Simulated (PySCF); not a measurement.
# NMR shielding calculation of C$_{7}$H$_{9}$P$_{2}$Si (charge −1)

The run: NMR shielding calculation of C$_{7}$H$_{9}$P$_{2}$Si, charge −1, SMILES C=Cc1pc(C=C)c([SiH3])[p-]1. Method and program: GIAO PBE0/pcSseg-1 NMR shielding, non-relativistic, gas phase (PySCF 2.14.0).

The geometry comes from this level: GFN2-xTB. Figures and captions count atoms from 1; the log counts them from 0 in places.

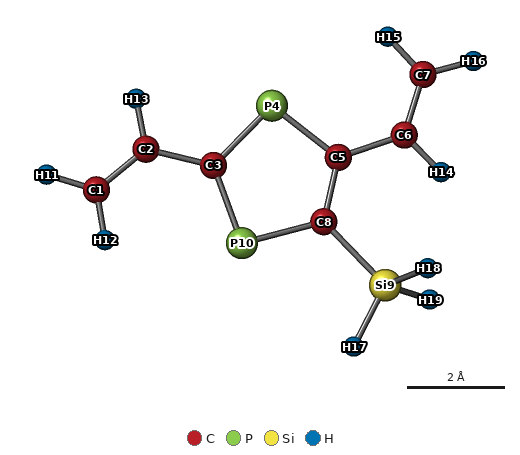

*The structure (ball-and-stick view, seen at a tilt; atoms are numbered from 1 in the order of the input).*

## Results in brief

- outcome: converged
- total energy: −1243.585791 hartree
- HOMO: −1.41 eV
- LUMO: 2.57 eV
- isotropic shielding, C: −7.5 to 87.8 ppm
- isotropic shielding, P: 89.9 to 108.8 ppm
- isotropic shielding, Si: 443.3 ppm
- isotropic shielding, H: 24.4 to 27.5 ppm
- hardware: 1 CPU thread, shared host
- wall time: 56 s
- peak memory: 1.1 GiB

## Input file
```
{"job": {"kind": "nmr", "xc": "PBE0", "basis": "pcSseg-1"}, "charge": -1, "multiplicity": 1}
C      4.096756    -0.530776    -0.344359
C      3.141514    -0.196164     0.524250
C      1.734766    -0.121932     0.241658
P      0.621879     0.307131     1.520841
C     -0.812408     0.199178     0.508674
C     -2.132164     0.447912     1.028601
C     -2.425487     0.831852     2.270761
C     -0.607584    -0.151959    -0.830400
Si    -1.957039    -0.297934    -2.107132
P      1.039359    -0.442678    -1.338902
H      5.140467    -0.565831    -0.070102
H      3.849276    -0.780547    -1.364262
H      3.415842     0.050044     1.547942
H     -2.941817     0.299861     0.317493
H     -1.644380     0.990100     2.997416
H     -3.440957     0.995029     2.599035
H     -1.396477    -0.636333    -3.419964
H     -2.728512     0.949670    -2.289308
H     -2.962837    -1.337372    -1.799703
```

The first line tells a small driver script what to run in PySCF; the rest is the geometry in Å.

Command:
```bash
OMP_NUM_THREADS=1 python <driver script> task.json out
```

## The program's output
```
coarse grid: 18056 points
cycle   1  E = -1243.4320023301  dE =  1.384e+00  |g| = 5.451e-01  |ddm| = 4.607e+00
cycle   2  E = -1243.3635014086  dE =  6.850e-02  |g| = 7.407e-01  |ddm| = 1.945e+00
cycle   3  E = -1243.5173606563  dE = -1.539e-01  |g| = 1.647e-01  |ddm| = 1.279e+00
cycle   4  E = -1243.5240046458  dE = -6.644e-03  |g| = 4.637e-02  |ddm| = 2.282e-01
cycle   5  E = -1243.5243751777  dE = -3.705e-04  |g| = 2.906e-02  |ddm| = 8.285e-02
cycle   6  E = -1243.5246074941  dE = -2.323e-04  |g| = 6.712e-03  |ddm| = 3.710e-02
cycle   7  E = -1243.5246173283  dE = -9.834e-06  |g| = 3.705e-03  |ddm| = 1.277e-02
cycle   8  E = -1243.5246211755  dE = -3.847e-06  |g| = 3.843e-04  |ddm| = 4.553e-03
final grid: 162584 points
cycle   9  E = -1243.5857645760  dE = -2.584e-05  |g| = 9.647e-03  |ddm| = 4.188e-02
cycle  10  E = -1243.5857296427  dE =  3.493e-05  |g| = 1.473e-02  |ddm| = 2.808e-02
cycle  11  E = -1243.5857899883  dE = -6.035e-05  |g| = 1.929e-03  |ddm| = 1.933e-02
cycle  12  E = -1243.5857909489  dE = -9.606e-07  |g| = 4.726e-04  |ddm| = 2.766e-03
cycle  13  E = -1243.5857910041  dE = -5.524e-08  |g| = 2.009e-04  |ddm| = 7.235e-04
cycle  14  E = -1243.5857910136  dE = -9.486e-09  |g| = 6.941e-05  |ddm| = 2.733e-04
cycle  15  E = -1243.5857910151  dE = -1.426e-09  |g| = 1.903e-05  |ddm| = 1.150e-04
cycle  16  E = -1243.5857910151  dE = -9.072e-11  |g| = 5.995e-06  |ddm| = 2.446e-05
```

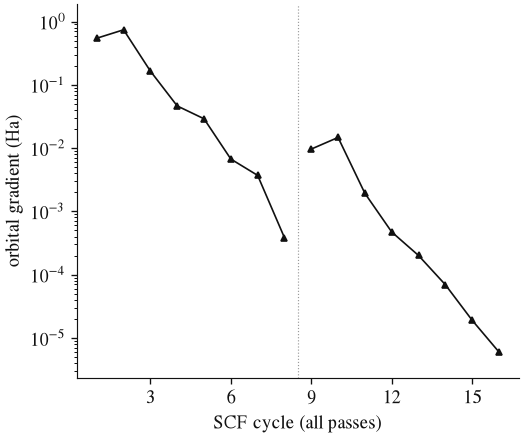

*Convergence of the self-consistent field: orbital gradient against the SCF cycle. The dotted line marks the change from a coarse to the final integration grid.*

The first 8 cycles use a coarse grid, the final grid takes over at cycle 9, and the field converges after 16 cycles in all.

```
converged SCF energy = -1243.5857910151

GIAO shielding tensors (ppm)
atom      isotropic    diamagn.    paramagn.     s11        s22        s33       span
  0 C       87.825     254.630    -166.805     -7.079    113.040    157.514    164.593
  1 C       37.792     249.167    -211.375    -80.548     43.321    150.604    231.151
  2 C       -7.537     270.502    -278.039   -148.417    -14.331    140.137    288.553
  3 P       89.858     972.900    -883.042   -132.194     54.476    347.291    479.485
  4 C       14.636     260.222    -245.586    -86.904      2.945    127.865    214.769
  5 C       37.801     255.306    -217.506    -76.112     49.431    140.084    216.196
  6 C       85.603     253.964    -168.361    -10.337    110.906    156.241    166.577
  7 C       40.542     262.956    -222.414    -67.225     38.982    149.870    217.095
  8 Si     443.346     881.688    -438.342    403.925    441.566    484.547     80.623
  9 P      108.792     972.557    -863.765    -90.632     80.950    336.058    426.689
 10 H       27.541      27.590      -0.049     25.473     25.839     31.310      5.837
 11 H       25.584      33.801      -8.217     22.049     25.215     29.489      7.440
 12 H       24.397      30.712      -6.315     21.419     22.862     28.911      7.492
 13 H       24.660      33.129      -8.469     21.673     21.819     30.489      8.816
 14 H       25.600      33.685      -8.084     21.689     25.448     29.663      7.974
 15 H       27.383      28.751      -1.368     25.397     25.519     31.233      5.836
 16 H       27.371      29.861      -2.490     23.095     27.138     31.880      8.786
 17 H       27.132      29.966      -2.833     23.622     25.386     32.388      8.766
 18 H       27.098      29.968      -2.871     23.639     25.260     32.395      8.757
```

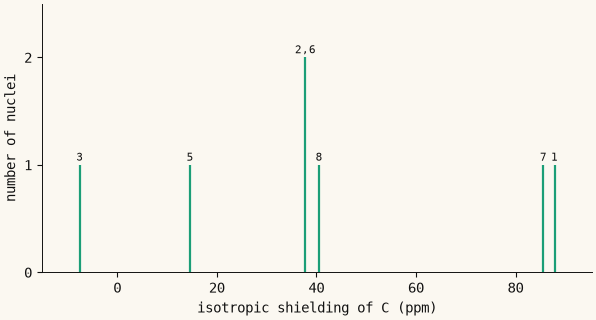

*Isotropic shieldings of the carbon nuclei in this fixed geometry, labelled by atom number; shielding grows to the right, so chemical shift grows to the left.*

The least shielded is C3 (−7.5 ppm), the most shielded C1 (87.8 ppm).

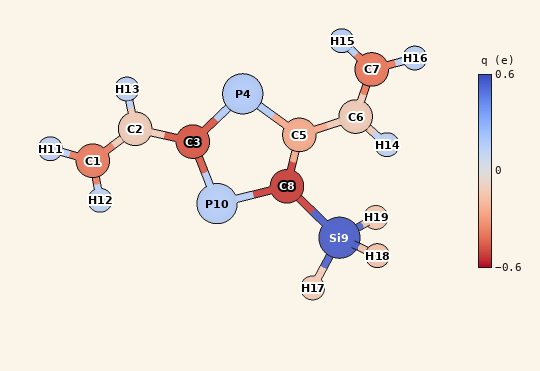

*IAO charges, as the colour of each atom (ball-and-stick view, seen at a tilt; atoms are numbered from 1 in the order of the input).*

By element: C −0.53 to −0.11, P +0.16, Si +0.57 and H −0.15 to +0.14 e.
